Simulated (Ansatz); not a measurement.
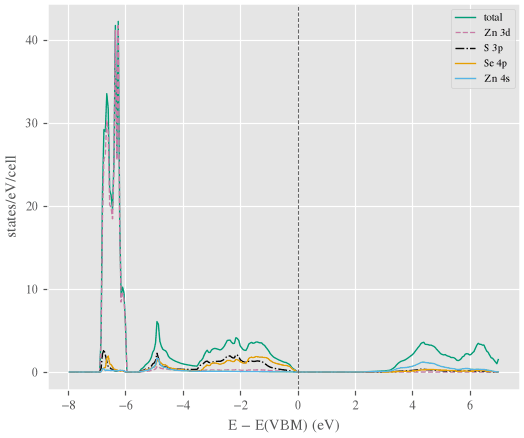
Figure: Total and projected density of states of Zn$_{2}$SeS in space group R3m (No. 160; Zn on 3a, Zn on 3a, Se on 3a, S on 3a), plane-wave PAW r²SCAN (Ansatz code)

Which orbitals carry the states next to the gap?

Top 1 eV of the valence band: Se 4p 66 %, S 3p 23 %, Zn 3d 7 %. Bottom 1 eV of the conduction band: Zn 4s 58 %, S 3s 16 %, S 3p 8 %, Se 4s 8 %, Se 4p 6 %. Projections are on Löwdin-orthogonalised atomic valence shells; empty p or d shells of many metals are not among them.

Where is the tallest occupied peak in this window, and what makes it?

Near -6.2 eV, about 42 states/eV per cell; the largest projected share is Zn 3d.

The workflow started from a Materials Project entry (that database holds measured and hypothetical structures alike); the Crystallography Open Database copy checked does not list it. Whether it is the stable phase at ambient conditions was not checked. The r²SCAN relaxation kept the symmetry of its start; its stability against distortions is not shown here. Spin–orbit coupling is left out wherever it is not named.

Potentials: the later of the program's two PAW sets.
